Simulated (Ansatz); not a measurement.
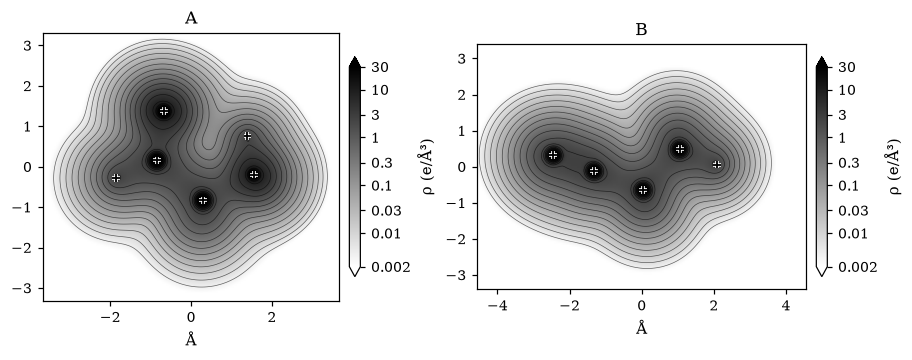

The total electron density of 2 systems, each on a plane through atoms (crosses mark nuclei in the plane).

The calculation used Ansatz, SCF blyp, Gaussian basis.

System 1: C2H4O2 (SMILES OCC=O), the plane of atoms C2, C3 and O4. Not at a stationary point (largest force 1.7 eV/Å).

```json
{"atom": "O", "x (Å)": "-1.4195", "y (Å)": "0.0849", "z (Å)": "0.5489"}
{"atom": "C", "x (Å)": "-0.1880", "y (Å)": "-0.5572", "z (Å)": "0.2667"}
{"atom": "C", "x (Å)": "0.8054", "y (Å)": "0.3734", "z (Å)": "-0.3974"}
{"atom": "O", "x (Å)": "0.5238", "y (Å)": "1.5260", "z (Å)": "-0.7178"}
{"atom": "H", "x (Å)": "-1.3943", "y (Å)": "0.9486", "z (Å)": "0.0878"}
{"atom": "H", "x (Å)": "-0.3731", "y (Å)": "-1.4038", "z (Å)": "-0.3994"}
{"atom": "H", "x (Å)": "0.2421", "y (Å)": "-0.9195", "z (Å)": "1.2039"}
{"atom": "H", "x (Å)": "1.8036", "y (Å)": "-0.0525", "z (Å)": "-0.5927"}
```

System 2: C4H5 (doublet), the plane of atoms C3, C4 and H8. 

```xyz
9

C     2.5647   -0.6419   -0.2454
C     1.5035   -0.0804   -0.1353
C     0.2127    0.6041   -0.0012
C    -0.9247   -0.4072    0.0699
H     0.2222    1.2198    0.9228
H     0.0632    1.2720   -0.8757
H    -0.9547   -1.0215   -0.8557
H    -1.8917    0.1291    0.1710
H    -0.7951   -1.0740    0.9495
```

Which map belongs to which system?

Answer. Panel A is system 1, C2H4O2: the plane holds O, C and H. C–O (1.23 Å): the density is about 3.2 e/Å³ at the midpoint. Panel B is system 2, C4H5: the plane holds C and H. C–C (1.21 Å): ρ at the midpoint is about 2.6 e/Å³.
